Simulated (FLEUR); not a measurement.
# Magnetic state of KMnF3 from several starts, part 2 of 3

A self-consistent run ends on one state, which hangs on the start. Several orders of KMnF3 are started in FLEUR and their energies compared.

FLEUR MaX-R8.1; LDA (VWN) with U = 4.9 eV, J = 0.9 eV on Mn d; all-electron FLAPW, Dirac cores, scalar-relativistic bands.

So far. Step 2 (Start 1: ferro +): After 16 cycles the largest moment stands at 4.70 μB.

### Step 3. Order 2, typed as antiferro q=(0,1/2,1/2) +-

Another pattern of signs weighs the neighbour shells otherwise.

This order needs a doubled cell of 10 atoms. The mesh is halved along the doubled vector, so that both cells sample the same points. The k list default-1 (kpts.xml, not shown) is a Γ-centred 6×3×6 mesh.

Contents of inp.xml:

```
<?xml version="1.0" encoding="UTF-8" standalone="no"?>
<fleurInput fleurInputVersion="0.39">
   <comment>
      KMnF3
   </comment>
   <calculationSetup>
      <cutoffs Kmax="4.32" Gmax="13.0" GmaxXC="13.0" numbands="0"/>
      <scfLoop itmax="130" minDistance="0.0001" maxIterBroyd="15" imix="Anderson" alpha="0.05" precondParam="0.0" spinf="2.0" sdNocoIR="T"/>
      <coreElectrons ctail="T" frcor="F" kcrel="0" coretail_lmax="0"/>
      <xcFunctional name="vwn" relativisticCorrections="F"/>
      <magnetism jspins="2"/>
      <soc l_soc="F" theta="0.0" phi="0.0" spav="F"/>
      <expertModes spex="0" secvar="F"/>
      <geometryOptimization l_f="F" forcealpha="1.0" forcemix="BFGS" epsdisp="0.00001" epsforce="0.00001"/>
      <ldaU l_linMix="F" mixParam="0.05" spinf="1.0"/>
   </calculationSetup>
   <cell>
      <bzIntegration valenceElectrons="90.0" mode="hist" fermiSmearingEnergy="0.00293995">
         <kPointListSelection listName="default-1"/>
         <xi:include xmlns:xi="http://www.w3.org/2001/XInclude" href="kpts.xml"> </xi:include>
      </bzIntegration>
      <xi:include xmlns:xi="http://www.w3.org/2001/XInclude" href="sym.xml"> </xi:include>
      <bulkLattice scale="1.0">
         <bravaisMatrix>
            <row-1>    7.9166296537867797     0.0000000000000000     0.0000000000000000</row-1>
            <row-2>    0.0000000000000000    15.8332593075735595     0.0000000000000000</row-2>
            <row-3>    0.0000000000000000     7.9166296537867797     7.9166296537867797</row-3>
         </bravaisMatrix>
      </bulkLattice>
   </cell>
   <atomSpecies>
      <species name="Potassium (K)" element="K" atomicNumber="19">
         <mtSphere radius="2.8" gridPoints="925" logIncrement="0.013"/>
         <atomicCutoffs lmax="10" lnonsphr="8"/>
         <electronConfig flipSpins="F">
            <coreConfig>(1s1/2) (2s1/2) (2p1/2) (2p3/2)</coreConfig>
            <valenceConfig>(3s1/2) (3p1/2) (3p3/2) (4s1/2)</valenceConfig>
            <stateOccupation state="(4s1/2)" spinUp="0.500000" spinDown="0.500000"/>
         </electronConfig>
         <energyParameters s="4" p="4" d="3" f="4"/>
         <lo type="SCLO" l="0" n="3" eDeriv="0"/>
         <lo type="SCLO" l="1" n="3" eDeriv="0"/>
      </species>
      <species name="Manganese 4.502" element="Mn" atomicNumber="25">
         <mtSphere radius="2.47" gridPoints="817" logIncrement="0.015"/>
         <atomicCutoffs lmax="10" lnonsphr="8"/>
         <electronConfig flipSpins="F">
            <coreConfig>(1s1/2) (2s1/2) (2p1/2) (2p3/2)</coreConfig>
            <valenceConfig>(3s1/2) (3p1/2) (3p3/2) (4s1/2) (3d3/2) (3d5/2)</valenceConfig>
            <stateOccupation state="(3d3/2)" spinUp="1.751" spinDown="0.249"/>
            <stateOccupation state="(3d5/2)" spinUp="3.0" spinDown="0.0"/>
         </electronConfig>
         <energyParameters s="4" p="4" d="3" f="4"/>
         <ldaU l="2" U="4.9" J="0.9" l_amf="F"/>
         <lo type="SCLO" l="0" n="3" eDeriv="0"/>
         <lo type="SCLO" l="1" n="3" eDeriv="0"/>
      </species>
      <species name="Manganese -4.502" element="Mn" atomicNumber="25">
         <mtSphere radius="2.47" gridPoints="817" logIncrement="0.015"/>
         <atomicCutoffs lmax="10" lnonsphr="8"/>
         <electronConfig flipSpins="F">
            <coreConfig>(1s1/2) (2s1/2) (2p1/2) (2p3/2)</coreConfig>
            <valenceConfig>(3s1/2) (3p1/2) (3p3/2) (4s1/2) (3d3/2) (3d5/2)</valenceConfig>
            <stateOccupation state="(3d3/2)" spinUp="0.249" spinDown="1.751"/>
            <stateOccupation state="(3d5/2)" spinUp="0.0" spinDown="3.0"/>
         </electronConfig>
         <energyParameters s="4" p="4" d="3" f="4"/>
         <ldaU l="2" U="4.9" J="0.9" l_amf="F"/>
         <lo type="SCLO" l="0" n="3" eDeriv="0"/>
         <lo type="SCLO" l="1" n="3" eDeriv="0"/>
      </species>
      <species name="Fluorine (F)" element="F" atomicNumber="9">
         <mtSphere radius="1.39" gridPoints="461" logIncrement="0.023"/>
         <atomicCutoffs lmax="6" lnonsphr="4"/>
         <electronConfig flipSpins="F">
            <coreConfig>(1s1/2)</coreConfig>
            <valenceConfig>(2s1/2) (2p1/2) (2p3/2)</valenceConfig>
            <stateOccupation state="(2p1/2)" spinUp="0.833333" spinDown="0.833333"/>
            <stateOccupation state="(2p3/2)" spinUp="1.666667" spinDown="1.666667"/>
         </electronConfig>
         <energyParameters s="2" p="2" d="3" f="4"/>
      </species>
   </atomSpecies>
   <atomGroups>
      <atomGroup species="Potassium (K)">
         <relPos label="                   1">1.000/2.000 .0000000000 1.000/2.000</relPos>
         <relPos label="                   2">1.000/2.000 1.000/2.000 1.000/2.000</relPos>
         <force calculate="T" relaxXYZ="TTT"/>
      </atomGroup>
      <atomGroup species="Manganese 4.502">
         <relPos label="                   3">.0000000000 .0000000000 .0000000000</relPos>
         <force calculate="T" relaxXYZ="TTT"/>
      </atomGroup>
      <atomGroup species="Manganese -4.502">
         <relPos label="                   4">.0000000000 1.000/2.000 .0000000000</relPos>
         <force calculate="T" relaxXYZ="TTT"/>
      </atomGroup>
      <atomGroup species="Fluorine (F)">
         <relPos label="                   5">1.000/2.000 .0000000000 .0000000000</relPos>
         <force calculate="T" relaxXYZ="TTT"/>
      </atomGroup>
      <atomGroup species="Fluorine (F)">
         <relPos label="                   6">1.000/2.000 1.000/2.000 .0000000000</relPos>
         <force calculate="T" relaxXYZ="TTT"/>
      </atomGroup>
      <atomGroup species="Fluorine (F)">
         <relPos label="                   7">.0000000000 1.000/4.000 .0000000000</relPos>
         <relPos label="                   8">.0000000000 -1.000/4.000 .0000000000</relPos>
         <force calculate="T" relaxXYZ="TTT"/>
      </atomGroup>
      <atomGroup species="Fluorine (F)">
         <relPos label="                   9">.0000000000 -1.000/4.000 1.000/2.000</relPos>
         <relPos label="                  10">.0000000000 1.000/4.000 1.000/2.000</relPos>
         <force calculate="T" relaxXYZ="TTT"/>
      </atomGroup>
   </atomGroups>
   <output dos="F" band="F" slice="F">
      <bandDOS minEnergy="-.5*Htr" maxEnergy="0.5*Htr" sigma="0.015" storeEVData="T"/>
      <plotting iplot="0" polar="F">
         <plot TwoD="T" vec1="  1.0  0.0  0.0" vec2="  0.0  1.0  0.0" vec3="  0.0  0.0  1.0" zero="  0.0  0.0  0.0" file="plot"/>
      </plotting>
      <moessbauerParams electricFieldGradient="F" isomerShift="F" coreHyperfine="F" valenceHyperfine="F"/>
   </output>
</fleurInput>
```

Contents of crystal.txt:

```
KMnF3
&input film=F cartesian=F /
4.18930000000  0.00000000000  0.00000000000
0.00000000000  8.37860000000  0.00000000000
0.00000000000  4.18930000000  4.18930000000
1.8897261246
1.0 1.0 1.0

10
19 0.50000000000  0.00000000000  0.50000000000
19 0.50000000000  0.50000000000  0.50000000000
25 0.00000000000  0.00000000000  0.00000000000 : 4.502
25 0.00000000000  0.50000000000  0.00000000000 : -4.502
9 0.50000000000  0.00000000000  0.00000000000
9 0.50000000000  0.50000000000  0.00000000000
9 0.00000000000  0.25000000000  0.00000000000
9 0.00000000000  0.75000000000  0.00000000000
9 0.00000000000  0.75000000000  0.50000000000
9 0.00000000000  0.25000000000  0.50000000000

&kpt div1=6 div2=3 div3=6 gamma=T /
```

Run with:

```console
$ OMP_NUM_THREADS=1 inpgen -f crystal.txt > inpgen.log  # inp.xml is then edited as shown
$ OMP_NUM_THREADS=1 mpirun -n 4 fleur_MPI > fleur.log
```

The log of the run:

```text
[banner, memory and clock lines left out]
Welcome to FLEUR        (www.flapw.de)
      MaX-Release 8.1          (www.max-centre.eu)

 ========== k-point set info ==========
 Selected k-point list: default-1
 k-point list type: mesh
 6 x 3 x 6
 Number of k points: 32

 ------------Calculation Setup---------------------------
 Number of PE/node        :            4
 Number of OMP-threads    :            1
 k-points in parallel     :            4
 pe's per k-point         :            1
 No of k-point loops      :            8
 Eigenvalue solver        :       lapack
 Number of basis functions:         1431
 Approximate size of matrices (H+S) per k-point:         0.031 GB
 no density matrix found ... skipping LDA+U
 Reset of history
 Iteration:     1   Distance:      12.39363398 me/bohr^3
 Iteration:     2   Distance:      11.21734384 me/bohr^3
 Iteration:     3   Distance:       9.87383633 me/bohr^3
 Iteration:     4   Distance:       5.69948574 me/bohr^3
 Iteration:     5   Distance:       4.42754155 me/bohr^3
 Iteration:     6   Distance:       1.67260353 me/bohr^3
 Iteration:     7   Distance:       0.42197671 me/bohr^3
 Iteration:     8   Distance:       0.69715728 me/bohr^3
 Iteration:     9   Distance:       0.05361101 me/bohr^3
 Iteration:    10   Distance:       0.05145908 me/bohr^3
 Iteration:    11   Distance:       0.01138612 me/bohr^3
 Iteration:    12   Distance:       0.01216789 me/bohr^3
 Iteration:    13   Distance:       0.00588453 me/bohr^3
 Iteration:    14   Distance:       0.00163796 me/bohr^3
 Iteration:    15   Distance:       0.00127725 me/bohr^3
 Iteration:    16   Distance:       0.00021939 me/bohr^3
 Iteration:    17   Distance:       0.00021020 me/bohr^3
 Iteration:    18   Distance:       0.00009449 me/bohr^3

 ********************************************************************
 Run finished successfully
 Stop message:
   all done
 ********************************************************************

--- out.xml (last complete iteration) ---
<iteration numberForCurrentRun="   18" overallNumber="   18">
         [... left out ...]
         <bandgap value="3.0155199830" units="eV"/>
         <sumValenceSingleParticleEnergies value="-42.7293134180" units="Htr"/>
         <FermiEnergy value="0.1618281994" units="Htr"/>
         <valenceDensity>
            <mtCharges spin="1">
               <mtCharge atomType="1" total="3.9598628" s="1.0039887" p="2.9211160" d="0.0270882" f="0.0055288"/>
               <mtCharge atomType="2" total="9.2355351" s="1.1254302" p="3.1594860" d="4.8799383" f="0.0464011"/>
               <mtCharge atomType="3" total="4.5604024" s="1.1071074" p="3.1412044" d="0.2428377" f="0.0452351"/>
               <mtCharge atomType="4" total="2.8172872" s="0.7999728" p="2.0152504" d="0.0017584" f="0.0002527"/>
               <mtCharge atomType="5" total="2.7736280" s="0.7954808" p="1.9778530" d="0.0002213" f="0.0000578"/>
               <mtCharge atomType="6" total="2.7952513" s="0.7979253" p="1.9961171" d="0.0010228" f="0.0001517"/>
               <mtCharge atomType="7" total="2.7952505" s="0.7979255" p="1.9961161" d="0.0010228" f="0.0001517"/>
            </mtCharges>
            <mtCharges spin="2">
               <mtCharge atomType="1" total="3.9598628" s="1.0039887" p="2.9211160" d="0.0270882" f="0.0055288"/>
               <mtCharge atomType="2" total="4.5604024" s="1.1071074" p="3.1412044" d="0.2428377" f="0.0452351"/>
               <mtCharge atomType="3" total="9.2355351" s="1.1254302" p="3.1594860" d="4.8799383" f="0.0464011"/>
               <mtCharge atomType="4" total="2.7736280" s="0.7954808" p="1.9778530" d="0.0002213" f="0.0000578"/>
               <mtCharge atomType="5" total="2.8172872" s="0.7999728" p="2.0152504" d="0.0017584" f="0.0002527"/>
               <mtCharge atomType="6" total="2.7952513" s="0.7979253" p="1.9961171" d="0.0010228" f="0.0001517"/>
               <mtCharge atomType="7" total="2.7952505" s="0.7979255" p="1.9961161" d="0.0010228" f="0.0001517"/>
            </mtCharges>
            <spinDependentCharge spin="1" total="45.0000000" interstitial="6.5124180" mtSpheres="38.4875820"/>
            <spinDependentCharge spin="2" total="45.0000000" interstitial="6.5124180" mtSpheres="38.4875820"/>
            <totalCharge value="90.0000000000"/>
         </valenceDensity>
         [... left out ...]
         <magneticMomentsInMTSpheres units="muBohr">
            <globalMagMoment atomType="1" vec="0.00000   0.00000   0.00000"/>
            <localMagMoment atomType="1" vec="0.00000   0.00000   0.00000"/>
            <globalMagMoment atomType="2" vec="0.00000   0.00000   4.67513"/>
            <localMagMoment atomType="2" vec="0.00000   0.00000   4.67513"/>
            <globalMagMoment atomType="3" vec="0.00000   0.00000  -4.67513"/>
            <localMagMoment atomType="3" vec="0.00000   0.00000  -4.67513"/>
            <globalMagMoment atomType="4" vec="0.00000   0.00000   0.04366"/>
            <localMagMoment atomType="4" vec="0.00000   0.00000   0.04366"/>
            <globalMagMoment atomType="5" vec="0.00000   0.00000  -0.04366"/>
            <localMagMoment atomType="5" vec="0.00000   0.00000  -0.04366"/>
            <globalMagMoment atomType="6" vec="0.00000   0.00000   0.00000"/>
            <localMagMoment atomType="6" vec="0.00000   0.00000   0.00000"/>
            <globalMagMoment atomType="7" vec="0.00000   0.00000   0.00000"/>
            <localMagMoment atomType="7" vec="0.00000   0.00000   0.00000"/>
         </magneticMomentsInMTSpheres>
         [... left out ...]
         <totalEnergy value="    -4110.7130691693" units="Htr">
            <sumOfEigenvalues value="    -2330.2738755370">
               <coreElectrons value="-2287.5445621191"/>
               <valenceElectrons value="-42.7293134180"/>
            </sumOfEigenvalues>
            <densityCoulombPotentialIntegral value="-6177.7251885280"/>
            <densityEffectivePotentialIntegral value="-6473.0147305311"/>
            <chargeDenXCDenIntegral value="-223.3680314132"/>
            <FockExchangeEnergyValence value="0.0000000000"/>
            <FockExchangeEnergyCore value="0.0000000000"/>
         [... left out ...]
            <dftUCorrection value="-0.7030548036"/>
            <tkbTimesEntropy value="0.0000000000"/>
            <freeEnergy value="-4110.7130691693"/>
            <extrapolationTo0K value="-4110.7130691693"/>
         </totalEnergy>
         [... left out ...]
         <ldaUDensityMatrixConvergence>
            <distance spin="1" distance="0.000002"/>
            <distance spin="2" distance="0.000002"/>
         </ldaUDensityMatrixConvergence>
         <densityConvergence units="me/bohr^3">
            <chargeDensity spin="1" distance="0.0000583414"/>
            <chargeDensity spin="2" distance="0.0000583414"/>
            <overallChargeDensity distance="0.0000944927"/>
            <spinDensity distance="0.0000684545"/>
         </densityConvergence>
      </iteration>
```

Elapsed: 8.3 min, on 4 MPI ranks of Arm Neoverse V1, shared host; peak memory 0.88 GiB; 33 min of CPU time.

Spin moment in the muffin-tin sphere by atom:

```csv
atom,spin moment in the muffin-tin sphere (μB)
K1,0.00
K2,0.00
Mn3,4.68
Mn4,-4.68
F5,0.04
F6,-0.04
F7,0.00
F8,0.00
F9,0.00
F10,0.00
```

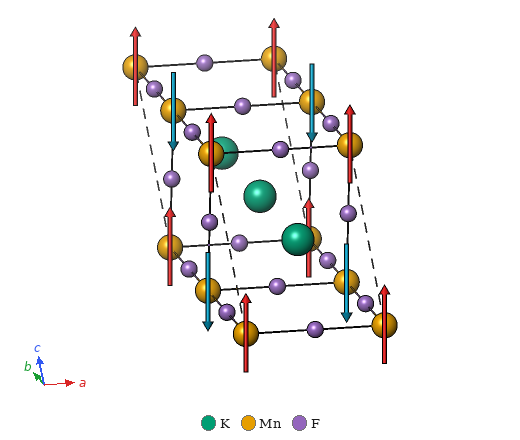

Spin moment in the muffin-tin sphere as arrows, the longest 4.68 μB. Up and down stand for the sign. Arrows give size and sign along the axis of quantisation, drawn up and down the page. The two directions have two colours. Some periodic images of atoms are drawn too.

This step gave:

```
free energy                                                       : -111858.2011 eV
program's band gap on this mesh (in a metal only a level spacing) : 3.016 eV
magnetization                                                     : 0 μB
final state                                                       : antiferromagnetic
```

It lies 22.6 meV a seeded atom under the first start, and its largest moment is 4.68 μB against 4.70 μB.

### Step 4. Energies of the orders

Free energies are divided by the number of seeded atoms, so that cells of unlike size compare. Wavevectors q in the names are fractions of the primitive cell's reciprocal vectors.

Orders:

```csv
start,final state,typed order kept,energy over the lowest (meV a seeded atom),largest sphere moment (μB),net moment (μB a primitive cell),mesh matched,CPU time (s)
ferro +,ferromagnetic,yes,22.64,4.704,5,yes,177.5
"antiferro q=(0,1/2,1/2) +-",antiferromagnetic,yes,0,4.675,0,yes,1984
```

(Continued in part 3 of 3.)

[Logs and program files are shortened in this print: banners, set-up blocks, solver, clock and traceback lines can be left out without a mark of their own.]

[Logs are printed without paths, hosts, clocks, repeated set-up lines and the standing remarks that a program may print on its own settings, such as how far it seeks lower states.]

[Hosts, paths, dates, database ids (printed as entryN), source tags and the programs' standing remarks are cut or masked in the printed files.]

[Where a cell is said to come from a database of computed structures, the database is the Materials Project.]
